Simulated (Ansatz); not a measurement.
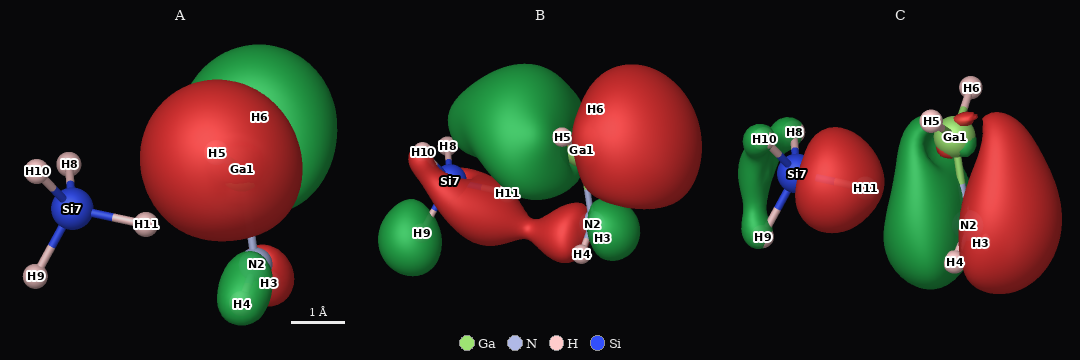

The picture shows: GaH4N···SiH4. Three frontier orbitals at ±0.06 Å⁻³ᐟ² (green and red are the two phases), in no order.

Not at a stationary point (largest force 1.4 eV/Å).

All numbers below come from RKS PBE0-D4/def2-SVP (Ansatz 0.2.0).

```xyz
11

Ga    0.0430   -0.3480    0.1748
N     0.0583   -0.5870    2.0425
H    -0.7750   -0.6898    2.6109
H     0.8777   -0.4381    2.6176
H     1.4338   -0.1000   -0.4908
H    -1.3485   -0.4688   -0.5236
Si   -0.3906    3.0258    1.1381
H    -1.7585    3.3089    0.6066
H    -0.2149    3.7392    2.4455
H     0.6241    3.5331    0.1647
H    -0.2176    1.5745    1.3727
```

Q: Which picture is the HOMO−1, the HOMO and the LUMO?

A: A is the HOMO−1 (−8.53 eV). It lies mainly on Ga1 (about 35 %), H5 (about 30 %) and H6 (about 30 %). C is the HOMO (−6.65 eV). By Hirshfeld shares it lies mainly on N2 (about 70 %), Ga1 (about 10 %) and Si7 (about 5 %); largely a lone pair of N2. B is the LUMO (−0.77 eV). It lies mainly on Ga1 (about 60 %), Si7 (about 10 %) and N2 (about 5 %).

Q: What is the HOMO–LUMO gap?

A: 5.88 eV between the orbital energies.
